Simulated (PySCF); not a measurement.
Consider C$_{5}$H$_{14}$ClNSi$_{2}$.

```xyz
23

C     3.1227   -0.5640   -0.0385
C     1.9777    0.3786   -0.3827
Si    0.3769   -0.0966    0.5206
C    -0.3066   -1.8025    0.0124
Si   -2.1393   -1.4972   -0.3379
Cl   -3.3443   -2.4654    0.9655
C    -2.2463    0.3840   -0.0385
N    -0.9029    0.9225   -0.0101
C    -0.8591    2.3580    0.0957
H     4.0301   -0.2924   -0.5758
H     3.3361   -0.5307    1.0270
H     2.8672   -1.5886   -0.2974
H     1.8187    0.3714   -1.4618
H     2.2711    1.3947   -0.1195
H     0.6227   -0.0864    1.9824
H    -0.1518   -2.5325    0.8017
H     0.2043   -2.1866   -0.8660
H    -2.5621   -1.8577   -1.6931
H    -2.7709    0.6112    0.9013
H    -2.8081    0.8912   -0.8303
H    -1.3975    2.8124   -0.7415
H     0.1744    2.6926    0.0693
H    -1.3180    2.7108    1.0274
```

Geometry: GFN2-xTB.

Level of theory: PBE0/pcSseg-1, SCF density, gas phase, non-relativistic (PySCF 2.14.0).

**Predict the electron density and electron localisation function between the atoms.**

C–N (1.44 Å): ρ is about 1.9 e/Å³ halfway; the ELF peaks at about 0.90 between the atoms, as expected for a shared electron pair.
C–Si (1.91 Å): ρ is about 0.94 e/Å³ halfway; the ELF peaks at about 0.95 between the atoms: a shared electron pair.
C–H (1.09 Å): ρ at the midpoint is about 1.9 e/Å³; the ELF climbs to about 1 towards the hydrogen, as it does in any bond to H; a covalent bond by its length.

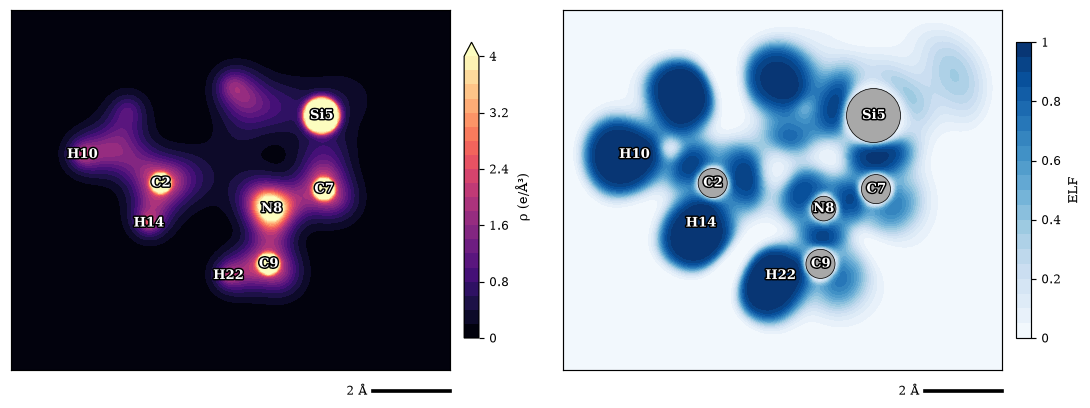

Computed electron density and electron localisation function on the plane of atoms Si5, C7 and N8, in this order. Grey discs cover the atomic cores in the ELF map. 
